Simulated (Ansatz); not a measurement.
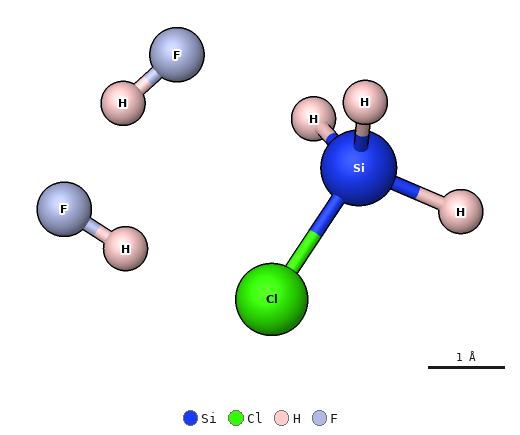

**Figure 1.** The structure as given in the input (ball-and-stick view, seen at a tilt). Bond lengths as drawn: Cl–Si 2.13 Å, F–H 0.96 Å and H–Si 1.49 to 1.50 Å.

# Nudged elastic band of SiH₅ClF₂

SiH₅ClF₂, computed with RKS PBE-D4/def2-SVP (Ansatz 0.2.0).

One setting was made poor on purpose. It belongs to a series of runs on one base structure; here: band between the two ends.

Log
```
Engine: ansatz 0.2.0, aarch64-unknown-linux-gnu
Functional definition: PBE
  parameter kappa = 0.804
  parameter beta = 0.06672455060314922
  exchange = pbe_x(kappa = kappa, mu = beta*pi^2/3)
  correlation = pbe_c(beta = beta)
977 factors; their error is unknown
mean field evaluation 1: about -25888.4613 eV, gradient 4.2e1 eV
mean field evaluation 2: about -25884.5332 eV, gradient 6.8e1 eV
mean field evaluation 4: about -25891.2687 eV, gradient 1.4e0 eV
mean field evaluation 8: about -25891.2734 eV, gradient 2.5e-2 eV
mean field evaluation 16: about -25891.2077 eV, gradient 7.3e-5 eV
mean field -25891.20771230 eV, -951.4843337359 hartree, gradient 7.3e-5 eV, S^2 0.000000; 0 other end points of the search recorded, 0 dependent functions left out
the calculation of the forces begins
reference -25891.20774194 eV, -951.4843348255 hartree; 27, 27 occupied and 62, 62 virtual orbitals, 977 factors
977 factors; their error is unknown
mean field evaluation 32: about -25891.4825 eV, gradient 3.5e-5 eV
mean field -25891.48245326 eV, -951.4944302802 hartree, gradient 3.5e-5 eV, S^2 0.000000; 0 other end points of the search recorded, 0 dependent functions left out
[... from here on the field's lines of each further geometry are left out, up to the last ...]
NEB iter   1: max|band force component| = 4.232e0 eV/Å  barrier→ = 1.6244 eV  barrier← = 1.8903 eV  Δτ_max = 0.1941 Å  (225 SCF iters)
NEB iter   2: max|band force component| = 1.415e0 eV/Å  barrier→ = 0.8512 eV  barrier← = 1.1171 eV  Δτ_max = 0.1958 Å  (195 SCF iters)
NEB iter   3: max|band force component| = 5.585e-1 eV/Å  barrier→ = 0.7059 eV  barrier← = 0.9718 eV  Δτ_max = 0.1936 Å  (192 SCF iters)
the calculation of the forces begins
reference -25891.43140487 eV, -951.4925542864 hartree; 27, 27 occupied and 62, 62 virtual orbitals, 977 factors
977 factors; their error is unknown
mean field evaluation 416: about -25890.4929 eV, gradient 2.7e-4 eV
mean field -25890.49290893 eV, -951.4580651969 hartree, gradient 1.7e-5 eV, S^2 0.000000; 1 other end points of the search recorded, 0 dependent functions left out
the calculation of the forces begins
reference -25890.49293928 eV, -951.4580663122 hartree; 27, 27 occupied and 62, 62 virtual orbitals, 977 factors
NEB iter   4: max|band force component| = 4.178e-1 eV/Å  barrier→ = 0.7017 eV  barrier← = 0.9676 eV  CI = image 4  Δτ_max = 0.0000 Å  (371 SCF iters)
```

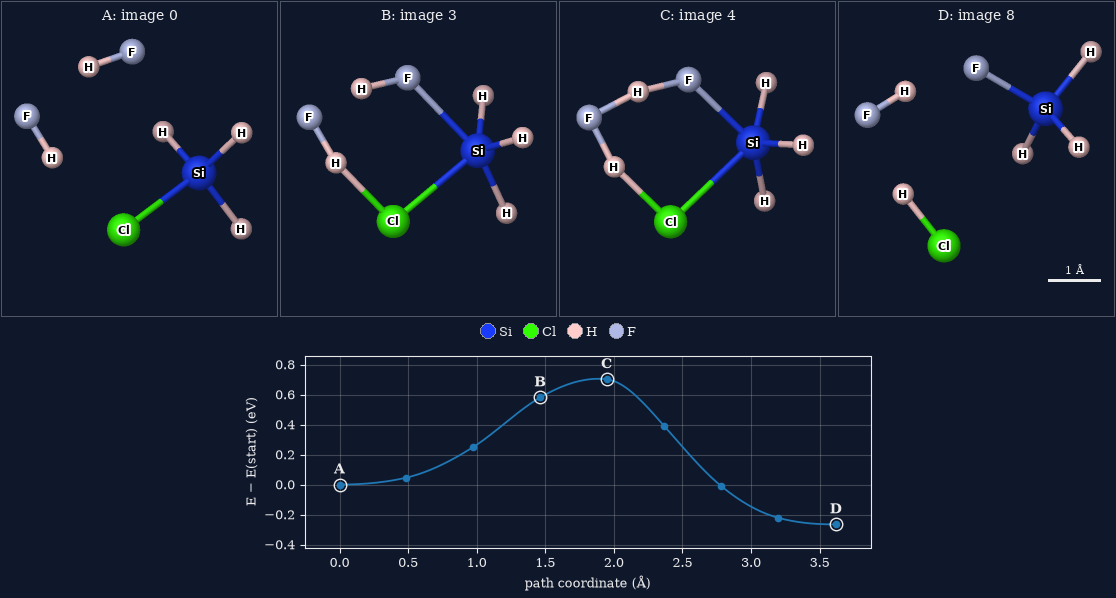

**Figure 2.** Images of the last band (counted from 0; ball-and-stick, seen at a tilt) above the energy along the path; the line is a cubic interpolation that uses the forces. The highest image is number 4, 0.702 eV above the start and 0.968 eV above the end (the climbing image); the end lies 0.266 eV below the start. The path is 3.62 Å long. The band converged in 4 iterations.

```
Total energy: -25890.65001782 eV, -951.4638388419 hartree
Atom 0 at    -0.371956     0.943419    -0.647692 Å, force    -0.178961     0.233597    -0.178768 eV/Å
Atom 1 at     1.323670    -0.761644    -0.838095 Å, force     0.113759    -0.004475    -0.242124 eV/Å
Atom 2 at    -0.381756     0.824633    -2.155641 Å, force     0.147720    -0.014084     0.082513 eV/Å
Atom 3 at    -1.825495     1.267403    -0.421920 Å, force    -0.057873     0.198740    -0.056474 eV/Å
Atom 4 at     0.539506     2.040372    -0.174075 Å, force    -0.112520    -0.114517    -0.046461 eV/Å
Atom 5 at    -0.123280    -0.900117     1.336015 Å, force    -0.094034    -0.058195     0.010476 eV/Å
Atom 6 at    -0.675297     0.017936     0.954355 Å, force     0.000353    -0.050803     0.242515 eV/Å
Atom 7 at     0.992644    -1.574499     0.500394 Å, force     0.251036    -0.102584    -0.169631 eV/Å
Atom 8 at     0.522063    -1.857605     1.446563 Å, force    -0.069479    -0.087679     0.357955 eV/Å
Dipole moment:    -0.027268    -0.023220     0.135544 e Å
this run last wrote the band of iteration 4 to [file]
```

The last band as extended XYZ (Å, eV, eV/Å)
```
9
Properties=species:S:1:pos:R:3:forces:R:3 image=0 energy=-25891.35168
Si   -0.2349    0.9811   -1.0326    0.0091  -0.0069  -0.0127
Cl    1.1342   -0.6486   -1.1826   -0.0059   0.0158  -0.0076
H    -0.2014    1.5651   -2.4161   -0.0006  -0.0079   0.0236
H    -1.5888    0.4324   -0.7337   -0.0030  -0.0026  -0.0003
H     0.2891    1.9628   -0.0405    0.0052  -0.0001  -0.0067
H    -0.2034   -0.6984    1.7773   -0.0060   0.0082  -0.0056
F    -0.5755    0.1819    1.7135    0.0074  -0.0159   0.0015
H     0.8234   -1.7262    0.5253   -0.0045  -0.0014   0.0201
F     0.5574   -2.0502    1.3892   -0.0018   0.0107  -0.0124
9
Properties=species:S:1:pos:R:3:forces:R:3 image=1 energy=-25891.30571
Si   -0.2527    1.0071   -0.9865   -0.0924   0.1847  -0.0670
Cl    1.0510   -0.6831   -1.0948   -0.0202  -0.0096  -0.1248
H    -0.2089    1.4683   -2.4217    0.0249   0.0134   0.1076
H    -1.6649    0.6597   -0.6279    0.1575  -0.0857  -0.0875
H     0.3816    2.0381   -0.1017   -0.0509  -0.1028  -0.0425
H    -0.2271   -0.7947    1.6499   -0.0803   0.0996   0.0891
F    -0.6664    0.0534    1.5178    0.0185   0.0080   0.1009
H     0.9274   -1.7087    0.6000   -0.0087  -0.0486   0.0139
F     0.6602   -2.0402    1.4649    0.0516  -0.0590   0.0103
9
Properties=species:S:1:pos:R:3:forces:R:3 image=2 energy=-25891.10197
Si   -0.2845    0.9626   -0.8678   -0.1948   0.4606  -0.2915
Cl    1.0333   -0.7522   -1.0271   -0.1251   0.0569  -0.2601
H    -0.2232    1.3009   -2.3476    0.0644   0.0571   0.2230
H    -1.7617    0.8839   -0.5426    0.3650  -0.2050  -0.1863
H     0.4611    2.0172   -0.0903   -0.1259  -0.1979  -0.0802
H    -0.2060   -0.8211    1.4930   -0.1328   0.0688   0.1951
F    -0.6936   -0.0013    1.2758   -0.0446   0.1051   0.2467
H     0.9924   -1.6329    0.6194    0.0527  -0.1804  -0.0065
F     0.6824   -1.9571    1.4871    0.1410  -0.1652   0.1597
9
Properties=species:S:1:pos:R:3:forces:R:3 image=3 energy=-25890.77108
Si   -0.3342    0.9240   -0.7242   -0.1461   0.3386  -0.4594
Cl    1.1228   -0.8285   -0.9572   -0.1787   0.2724  -0.3351
H    -0.2757    1.0969   -2.2430    0.1276  -0.0041   0.2942
H    -1.8298    1.0956   -0.4792    0.3235  -0.1036  -0.1583
H     0.5158    2.0010   -0.0943   -0.1631  -0.2190  -0.0397
H    -0.1558   -0.8497    1.3753   -0.1744   0.1623   0.0944
F    -0.6844   -0.0125    1.0469   -0.0309  -0.0532   0.3875
H     1.0063   -1.5688    0.5778    0.0560  -0.3656   0.1808
F     0.6350   -1.8582    1.4978    0.1861  -0.0278   0.0356
9
Properties=species:S:1:pos:R:3:forces:R:3 image=4 energy=-25890.64999
Si   -0.3720    0.9434   -0.6477   -0.1790   0.2336  -0.1788
Cl    1.3237   -0.7616   -0.8381    0.1138  -0.0045  -0.2421
H    -0.3818    0.8246   -2.1556    0.1477  -0.0141   0.0825
H    -1.8255    1.2674   -0.4219   -0.0579   0.1987  -0.0565
H     0.5395    2.0404   -0.1741   -0.1125  -0.1145  -0.0465
H    -0.1233   -0.9001    1.3360   -0.0940  -0.0582   0.0105
F    -0.6753    0.0179    0.9544    0.0004  -0.0508   0.2425
H     0.9926   -1.5745    0.5004    0.2510  -0.1026  -0.1696
F     0.5221   -1.8576    1.4466   -0.0695  -0.0877   0.3580
9
Properties=species:S:1:pos:R:3:forces:R:3 image=5 energy=-25890.95842
Si   -0.4652    1.0077   -0.5843   -0.3794   0.4725  -0.1957
Cl    1.4684   -0.8571   -0.8024    0.2742  -0.1754  -0.0389
H    -0.4104    0.6911   -2.0562    0.0509  -0.2339   0.2073
H    -1.8804    1.4652   -0.4231   -0.1239   0.4392  -0.0776
H     0.5467    2.0434   -0.2018   -0.0541  -0.0773   0.0114
H    -0.0860   -1.0051    1.3382    0.0620  -0.4679   0.2858
F    -0.7086    0.0291    0.8300   -0.0795   0.0575  -0.1238
H     1.0661   -1.5289    0.3917    0.4244  -0.0148  -0.4216
F     0.4694   -1.8455    1.5076   -0.1746   0.0001   0.3531
9
Properties=species:S:1:pos:R:3:forces:R:3 image=6 energy=-25891.36146
Si   -0.5611    1.0892   -0.5580   -0.2759   0.3075  -0.1971
Cl    1.6255   -0.9192   -0.8007    0.3348  -0.0789  -0.1086
H    -0.4542    0.5540   -1.9521   -0.0539  -0.1353   0.1750
H    -1.9212    1.6948   -0.4384   -0.0533   0.3573  -0.0530
H     0.5454    2.0376   -0.2179   -0.0567  -0.0468   0.0320
H    -0.0940   -1.0907    1.3342   -0.0892  -0.2000   0.2162
F    -0.7745    0.0215    0.7377   -0.0543   0.0201  -0.1296
H     1.1909   -1.5139    0.3388    0.2673  -0.0934  -0.2057
F     0.4434   -1.8734    1.5564   -0.0187  -0.1305   0.2710
9
Properties=species:S:1:pos:R:3:forces:R:3 image=7 energy=-25891.57384
Si   -0.6497    1.1379   -0.5481   -0.0640   0.1137  -0.1329
Cl    1.8248   -0.9462   -0.7960    0.1731  -0.0096  -0.0715
H    -0.5571    0.4523   -1.8731   -0.0572  -0.0061   0.0753
H    -1.9241    1.9206   -0.4605    0.0083   0.1119  -0.0237
H     0.5420    1.9877   -0.2361   -0.0481  -0.0338   0.0169
H    -0.1372   -1.1662    1.3338   -0.0600  -0.0574   0.0823
F    -0.8668    0.0287    0.6927   -0.0416  -0.0041   0.0010
H     1.3378   -1.5136    0.3074    0.0777  -0.0591  -0.0371
F     0.4304   -1.9013    1.5798    0.0117  -0.0555   0.0898
9
Properties=species:S:1:pos:R:3:forces:R:3 image=8 energy=-25891.61761
Si   -0.7185    1.1505   -0.5382    0.0103   0.0144  -0.0029
Cl    2.0644   -0.9514   -0.7722    0.0059   0.0046  -0.0115
H    -0.7111    0.3812   -1.8178   -0.0040   0.0020  -0.0028
H    -1.8913    2.0818   -0.4756   -0.0070   0.0041  -0.0073
H     0.5560    1.8775   -0.2641    0.0076   0.0111  -0.0079
H    -0.1947   -1.1969    1.3323    0.0043  -0.0047   0.0032
F    -0.9800    0.0736    0.7192   -0.0081  -0.0279   0.0182
H     1.4677   -1.5082    0.2713   -0.0052  -0.0082   0.0144
F     0.4076   -1.9081    1.5449   -0.0039   0.0046  -0.0034
```

This output came from the following input.

Input file
```yaml
crystal:
  periodic: [false, false, false]
  atoms:
    - { symbol: Si, position_ang: [-0.234864, 0.981101, -1.032592] }
    - { symbol: Cl, position_ang: [1.134215, -0.648633, -1.182586] }
    - { symbol: H, position_ang: [-0.201406, 1.565141, -2.416063] }
    - { symbol: H, position_ang: [-1.588792, 0.432415, -0.733691] }
    - { symbol: H, position_ang: [0.289111, 1.962765, -0.040459] }
    - { symbol: H, position_ang: [-0.203385, -0.698382, 1.777285] }
    - { symbol: F, position_ang: [-0.575499, 0.18193, 1.713516] }
    - { symbol: H, position_ang: [0.823357, -1.726214, 0.525252] }
    - { symbol: F, position_ang: [0.557362, -2.050224, 1.389241] }
basis:
  gaussian: { orbitals: def2-SVP }
hamiltonian:
  xc: pbe
  dispersion: d4
neb:
  order_check: false
  images: 7
  f_tol: 0.5
  max_iterations: 60
  final_atoms:
    - { symbol: Si, position_ang: [-0.71854893, 1.1504681, -0.53815948] }
    - { symbol: Cl, position_ang: [2.06441537, -0.95135747, -0.77215729] }
    - { symbol: H, position_ang: [-0.71105287, 0.38122175, -1.81784419] }
    - { symbol: H, position_ang: [-1.89131927, 2.0818257, -0.4755818] }
    - { symbol: H, position_ang: [0.55600899, 1.87745602, -0.26407166] }
    - { symbol: H, position_ang: [-0.19473464, -1.19693337, 1.33227438] }
    - { symbol: F, position_ang: [-0.98003059, 0.07359792, 0.71923844] }
    - { symbol: H, position_ang: [1.46773393, -1.50823183, 0.27129221] }
    - { symbol: F, position_ang: [0.40762701, -1.90814782, 1.54491239] }
  initial_path:
    images:
      - { positions_ang: [[-0.234864, 0.981101, -1.032592], [1.134215, -0.648633, -1.182586], [-0.201406, 1.565141, -2.416063], [-1.588792, 0.432415, -0.733691], [0.289111, 1.962765, -0.040459], [-0.203385, -0.698382, 1.777285], [-0.575499, 0.18193, 1.713516], [0.823357, -1.726214, 0.525252], [0.557362, -2.050224, 1.389241]] }
      - { positions_ang: [[-0.28047383, 1.00121244, -0.95001484], [1.23443118, -0.6078641, -1.08928076], [-0.31435731, 1.27385221, -2.30486845], [-1.61185437, 0.76217805, -0.65348108], [0.37142566, 1.95629798, -0.07779861], [-0.22549743, -0.78887932, 1.65322499], [-0.65588327, 0.10286729, 1.49123406], [0.9282082, -1.68660568, 0.52702923], [0.55410017, -2.01315988, 1.40385847]] }
      - { positions_ang: [[-0.32608366, 1.02132389, -0.86743768], [1.33464736, -0.56709521, -0.99597553], [-0.42730862, 0.98256342, -2.1936739], [-1.63491673, 1.0919411, -0.57327116], [0.45374032, 1.94983096, -0.11513821], [-0.24760985, -0.87937663, 1.52916498], [-0.73626755, 0.02380457, 1.26895212], [1.0330594, -1.64699735, 0.52880646], [0.55083834, -1.97609576, 1.41847593]] }
      - { positions_ang: [[-0.3716935, 1.04143533, -0.78486052], [1.43486354, -0.52632631, -0.90267029], [-0.54025993, 0.69127463, -2.08247935], [-1.6579791, 1.42170415, -0.49306124], [0.53605498, 1.94336394, -0.15247782], [-0.26972228, -0.96987395, 1.40510496], [-0.81665182, -0.05525814, 1.04667017], [1.13791061, -1.60738903, 0.53058368], [0.5475765, -1.93903163, 1.4330934]] }
      - { positions_ang: [[-0.41730333, 1.06154678, -0.70228336], [1.53507972, -0.48555742, -0.80936506], [-0.65321124, 0.39998585, -1.9712848], [-1.68104147, 1.75146719, -0.41285132], [0.61836963, 1.93689693, -0.18981743], [-0.2918347, -1.06037126, 1.28104495], [-0.8970361, -0.13432085, 0.82438823], [1.24276181, -1.5677807, 0.53236091], [0.54431467, -1.90196751, 1.44771087]] }
      - { positions_ang: [[-0.49261473, 1.08377711, -0.66125239], [1.66741363, -0.60200743, -0.80006312], [-0.66767165, 0.39529482, -1.93292465], [-1.73361092, 1.83405682, -0.42853394], [0.60277947, 1.9220367, -0.20838098], [-0.26755969, -1.09451179, 1.29385231], [-0.91778472, -0.08234116, 0.79810078], [1.29900484, -1.55289348, 0.46709374], [0.51014276, -1.90351259, 1.47201125]] }
      - { positions_ang: [[-0.56792613, 1.10600744, -0.62022142], [1.79974754, -0.71845744, -0.79076117], [-0.68213205, 0.3906038, -1.8945645], [-1.78618037, 1.91664645, -0.44421656], [0.58718931, 1.90717647, -0.22694454], [-0.24328467, -1.12865232, 1.30665967], [-0.93853334, -0.03036147, 0.77181334], [1.35524787, -1.53800627, 0.40182656], [0.47597084, -1.90505766, 1.49631163]] }
      - { positions_ang: [[-0.64323753, 1.12823777, -0.57919045], [1.93208146, -0.83490745, -0.78145923], [-0.69659246, 0.38591277, -1.85620434], [-1.83874982, 1.99923608, -0.45989918], [0.57159915, 1.89231624, -0.2455081], [-0.21900966, -1.16279284, 1.31946702], [-0.95928196, 0.02161822, 0.74552589], [1.4114909, -1.52311905, 0.33655938], [0.44179893, -1.90660274, 1.52061201]] }
      - { positions_ang: [[-0.71854893, 1.1504681, -0.53815948], [2.06441537, -0.95135747, -0.77215729], [-0.71105287, 0.38122175, -1.81784419], [-1.89131927, 2.0818257, -0.4755818], [0.55600899, 1.87745602, -0.26407166], [-0.19473464, -1.19693337, 1.33227438], [-0.98003059, 0.07359792, 0.71923844], [1.46773393, -1.50823183, 0.27129221], [0.40762701, -1.90814782, 1.54491239]] }
```

Launch command:
```bash
ansatz run input.yaml --threads 2 --pin off --max-ram 3072MiB --backend cpu --events-out ev --progress --plain --runs-dir out
```

Results in brief

- outcome: converged
- barrier, forward: 0.702 eV
- barrier, backward: 0.968 eV
- hardware: 2 threads of Arm Neoverse V1, 24 GiB of memory available, shared host
- wall time: 49 s (CPU time 94 s)
- peak memory: 0.12 GiB

Notes

A deliberately poor setting: loose force. The order of the saddle point was not checked.
